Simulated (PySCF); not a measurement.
# CH2S, SMILES `C=S`: electronic structure

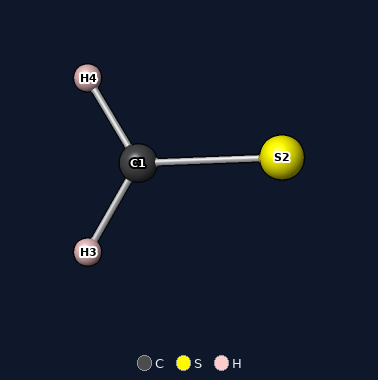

The molecule, with its atoms numbered as below. No frequency check shows the geometry to be a minimum.

Geometry (Å), atoms numbered from 1:

```
C1       1.0229    0.0000    0.0000
S2      -0.5823    0.0000    0.0000
H3       1.5898    0.9220    0.0000
H4       1.5898   -0.9220    0.0000
```

## 1. In an electric field

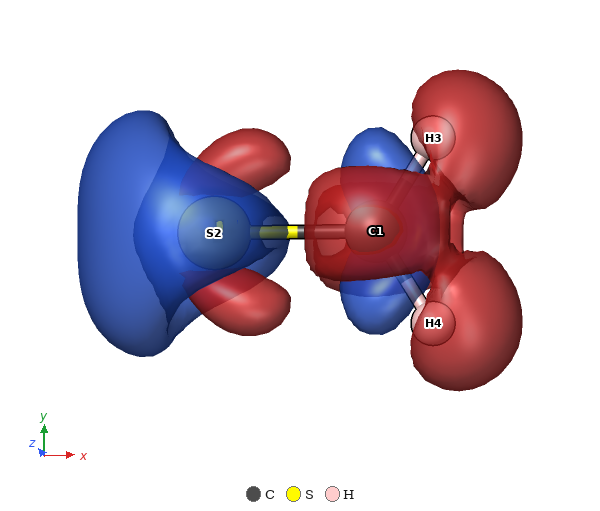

Change of the electron density in a uniform field of 0.10 V/Å, surfaces at ±0.001 e/Å³ (red: gain, blue: loss).

Method: BLYP/aug-cc-pVDZ; geometry: GFN2-xTB; program: PySCF.

The field was applied in both directions; the picture shows the one opposite to the script's first.

Along which Cartesian direction does the field point?

Answer. Along −x: electrons gather on the +x side, against the field.

How large is the response?

Answer. The induced dipole is 0.23 D (along the field); α along this axis, from the fields in both directions, is 46 bohr³ (6.8 Å³).

## 2. Removing or adding an electron

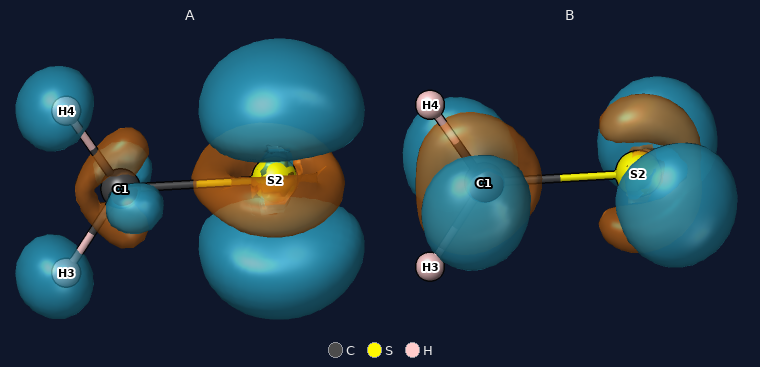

The two Fukui functions at ±0.05 e/Å³ (light blue positive, orange negative).

Level of theory: PBE0/def2-SVPD (PySCF), at a geometry from GFN2-xTB.

Which panel is f⁻ (electron removed) and which f⁺ (electron added)?

Answer. A is f⁻, B is f⁺. f⁻ (Hirshfeld-condensed) is largest on S2 (0.66); the vertical ionisation energy is 9.34 eV. f⁺ (Hirshfeld-condensed) is largest on S2 (0.55); the vertical electron affinity is 0.39 eV (the stability of the anion's solution wasn't checked; the anion's highest orbital has positive energy, so this value and f⁺ depend on the basis).

What chemical potential and hardness follow from the two energies?

Answer. μ = −(I + A)/2 = −4.87 eV and η = I − A = 8.95 eV.

## 3. Localised orbitals

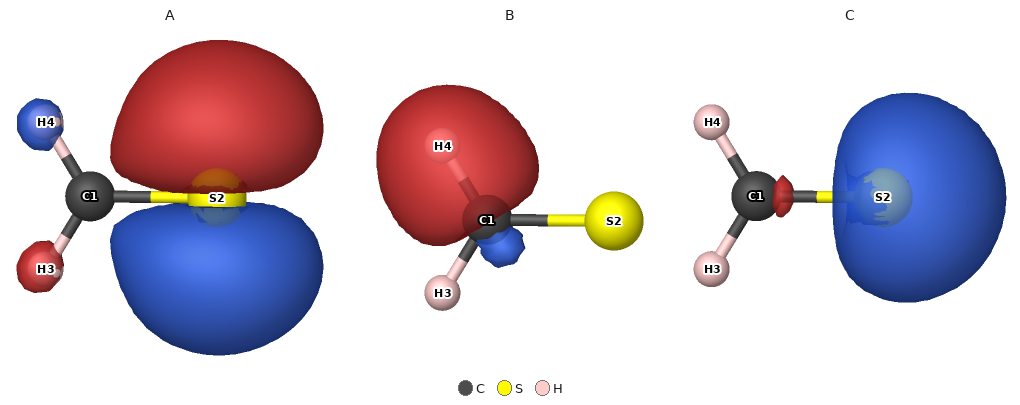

Intrinsic bond orbitals (IBO), occupied; each surface holds about 85 % of the orbital's density. Energies are diagonal elements of the Fock matrix.

Identify each orbital.

Answer. By panel:
- A: lone pair on S2 (p-type) (S2 97 %; −7.2 eV)
- B: σ bond C1–H4 (C1 59 %, H4 41 %; −15.2 eV)
- C: lone pair on S2 (s-type) (S2 100 %; −15.1 eV)

How do all the valence pairs divide up?

Answer. 6 pairs: 3 σ bonds, 2 lone pairs and 1 two-centre π bond.
